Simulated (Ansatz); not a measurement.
Consider Al₆Ni₅Pt.

Input

```
crystal:
  lattice:
    - [2.9201516543, 0.0, 0.0]
    - [0.0, 2.9201516543, 0.0]
    - [0.0, 0.0, 17.6712071574]
  atoms:
    - { symbol: Al, position: [0.0, 0.0, 0.7426762813] }
    - { symbol: Al, position: [0.0, 0.0, 0.9044277536] }
    - { symbol: Al, position: [0.0, 0.0, 0.0955722464] }
    - { symbol: Al, position: [0.0, 0.0, 0.2573237187] }
    - { symbol: Al, position: [0.0, 0.0, 0.4192175227] }
    - { symbol: Al, position: [0.0, 0.0, 0.5807824773] }
    - { symbol: Ni, position: [0.5, 0.5, 0.8237363856] }
    - { symbol: Ni, position: [0.5, 0.5, 0.1762636144] }
    - { symbol: Ni, position: [0.5, 0.5, 0.3385930603] }
    - { symbol: Ni, position: [0.5, 0.5, 0.5] }
    - { symbol: Ni, position: [0.5, 0.5, 0.6614069397] }
    - { symbol: Pt, position: [0.5, 0.5, 0.0] }
basis:
  ecutwfc: 500
kpoints:
  mp_grid: { grid: [12, 12, 4] }
  band_path:
    path:
      - [[0.0, 0.0, 0.0], [0.0, 0.5, 0.0], [0.5, 0.5, 0.0], [0.0, 0.0, 0.0], [0.0, 0.0, 0.5], [0.0, 0.5, 0.5], [0.5, 0.5, 0.5], [0.0, 0.0, 0.5]]
      - [[0.0, 0.5, 0.0], [0.0, 0.5, 0.5]]
      - [[0.5, 0.5, 0.0], [0.5, 0.5, 0.5]]
    npoints: 10
hamiltonian:
  xc: r2scan
scf:
  occupations: { method: gaussian, width: 0.1 }
  n_extra_bands: 30
output:
  forces: true
  stress: true
  eigenvalues: true
  populations: true
  dos: { projected: true, de: 0.02, nscf_kmesh: { grid: [15, 15, 5] } }
  bader: false
  write_density: true
  write_potential: true
  elf: true
  volumetric_format: npy
```

Command:

```sh
ansatz run input.yaml --threads 4 --pin off --max-ram 8192MiB --backend cpu --events-out ev --progress --plain --runs-dir out
```

Below, planes, directions and counts refer to the conventional cell (a = 2.92 Å, b = 2.92 Å, c = 17.67 Å, α = 90.00°, β = 90.00°, γ = 90.00°).

Space group P4/mmm; a structure generated by program, which may or may not match a known phase; computed pressure about −5 GPa in this cell; computed without spin polarisation.

Method: DFT r2SCAN, scalar-relativistic, plane waves, PAW in Ansatz.

### What will maps of the valence pseudo-density and electron localisation function show?

Al–Ni (2.51 Å): ρ at the midpoint is about 0.29 e/Å³; the ELF is about 0.40 at the midpoint.
Al–Pt (2.67 Å): ρ is about 0.35 e/Å³ halfway; the ELF is about 0.40 at the midpoint.
Ni–Ni (2.85 Å): the density is about 0.24 e/Å³ at the midpoint; the ELF is about 0.35 at the midpoint.
Al–Al (2.85 Å): ρ is about 0.22 e/Å³ halfway; the ELF reaches about 0.55 near the midpoint.

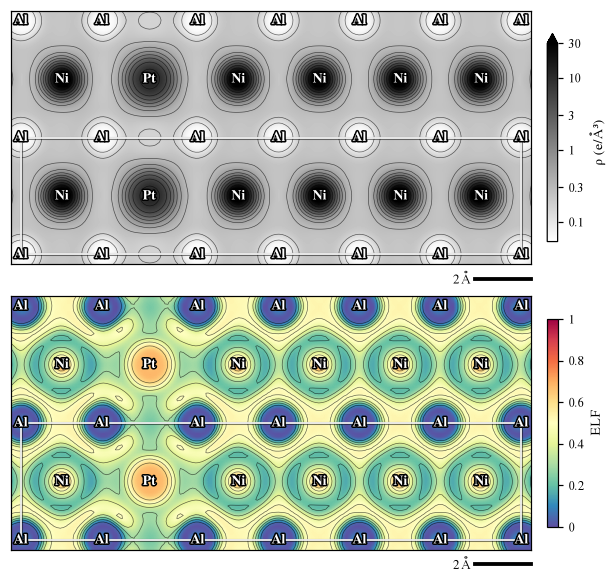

Computed valence pseudo-density and electron localisation function on the (110) plane of the conventional cell, in this order. 

The density is the valence pseudo-density of a PAW calculation; it isn't the true density close to the nuclei.
